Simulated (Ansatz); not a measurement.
# InCl2F (SMILES [F][In]([Cl])[Cl]) at MP2/def2-SVP (core potential)

Aim: the vertical singlet–triplet gap of InCl2F at MP2/def2-SVP (core potential), from 2 runs. 

Program for the calculation: Ansatz 0.2.0.

38 further runs of the same task are left out: 7 that didn't finish, 31 set aside as unsound or not needed. Runs told in other sessions of the task aren't counted.

**1. The system as given**

InCl2F: 4 atoms, total charge 0, spin state singlet. SMILES: `[F][In]([Cl])[Cl]`. The shape is that of a PBE0-D4/def2-TZVP optimisation.

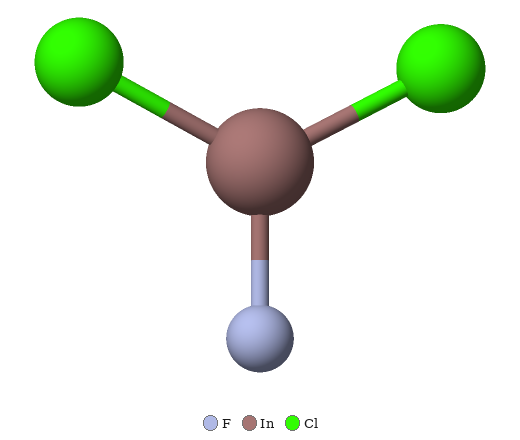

The structure, seen from a chosen angle (fluorine light blue, indium brown, chlorine green).

**2. The energy at MP2/def2-SVP (core potential)**

molecule.yaml

```yaml
crystal:
  periodic: [false, false, false]
  atoms:
    - {symbol: F, position_ang: [0.230900, 0.992100, 1.678900]}
    - {symbol: In, position_ang: [0.019100, 0.009200, 0.035600]}
    - {symbol: Cl, position_ang: [1.200200, -1.933300, -0.195800]}
    - {symbol: Cl, position_ang: [-1.394700, 0.871700, -1.539000]}
basis:
  gaussian: {orbitals: def2-SVP}
accuracy: high
correlation: {method: mp2, frozen_orbitals: {Cl: 5, F: 1, In: 4}}
```

Launch:

```sh
ansatz run molecule.yaml --threads 1 --pin off --max-ram 3480MiB --events-out events.jsonl --progress --plain --runs-dir runs
```

Log:

```text
Warning: RAYON_NUM_THREADS=1 ignored (pool sized by the plan → 1); use --threads N
Functional definition: HF
  name "HF"
  exchange = exact_x
  correlation = 0
1561 factors; integrals over basis functions are off by at most 3.4e-9 eV
mean field evaluation 1: about -32852.6497 eV, gradient 3.4e1 eV
mean field evaluation 2: about -32852.7314 eV, gradient 3.4e1 eV
mean field evaluation 4: about -32855.1419 eV, gradient 1.8e0 eV
mean field evaluation 8: about -32855.1655 eV, gradient 1.3e-1 eV
mean field evaluation 16: about -32855.1657 eV, gradient 1.3e-8 eV
mean field -32855.16567310 eV, -1207.4050684553 hartree, gradient 1.3e-8 eV, S^2 0.000000; 0 other end points of the search recorded, 0 dependent functions left out
15 core orbitals not correlated: weight in the atoms' cores, before any rotation towards them, 1.000 or more for the frozen orbitals, at most 0.000 for the correlated occupied ones
reference -32855.16567310 eV, -1207.4050684553 hartree; 17, 17 occupied and 44, 44 virtual orbitals, 1561 factors
second order -14.35096998 eV of doubles, -0.00000000 eV of singles
Total energy: -32869.51664308 eV, -1207.9324568747 hartree
```

It took 2.5 s on 1 thread of Arm Neoverse V2, shared host; peak memory 0.2 GiB.

**3. The triplet**

Changes to molecule.yaml since step 2:

```diff
@@ -9,2 +9,4 @@
   gaussian: {orbitals: def2-SVP}
+total_charge: 0
+magnetization: {spin_polarized: true, initial_magnetization: 2}
 accuracy: high
```

Launch:

```sh
ansatz run molecule.yaml --threads 1 --pin off --max-ram 3480MiB --events-out events.jsonl --progress --plain --runs-dir runs
```

Log, shortened:

```text
Warning: RAYON_NUM_THREADS=1 ignored (pool sized by the plan → 1); use --threads N
Functional definition: HF
  name "HF"
[...]
1561 factors; integrals over basis functions are off by at most 3.4e-9 eV
[...]
mean field -32849.65574245 eV, -1207.2025822385 hartree, gradient 2.5e-8 eV, S^2 2.013931; 15 other end points of the search recorded, 0 dependent functions left out
15 core orbitals not correlated: weight in the atoms' cores, before any rotation towards them, 1.000 or more for the frozen orbitals, at most 0.000 for the correlated occupied ones
reference -32849.65574245 eV, -1207.2025822385 hartree; 18, 16 occupied and 43, 45 virtual orbitals, 1561 factors
second order -13.89298425 eV of doubles, -0.00000000 eV of singles
Total energy: -32863.54872670 eV, -1207.7131399927 hartree
```

Run time: 21 s. Hardware: 1 thread of Arm Neoverse V2, shared host; peak memory 0.31 GiB.

**4. Outcome**

Level: MP2/def2-SVP (core potential), 15 core orbitals frozen.

```
                                             quantity           value
                                singlet: total energy  -1207.93246 Eh
singlet: correlation energy (15 core orbitals frozen)      -527.4 mEh
                                triplet: total energy  -1207.71314 Eh
triplet: correlation energy (15 core orbitals frozen)      -510.6 mEh
           triplet: ⟨S²⟩ of the reference determinant           2.014
     vertical energy of the triplet above the singlet        5.968 eV
```

In words: At this shape the triplet lies 5.97 eV (138 kcal/mol) above the singlet.
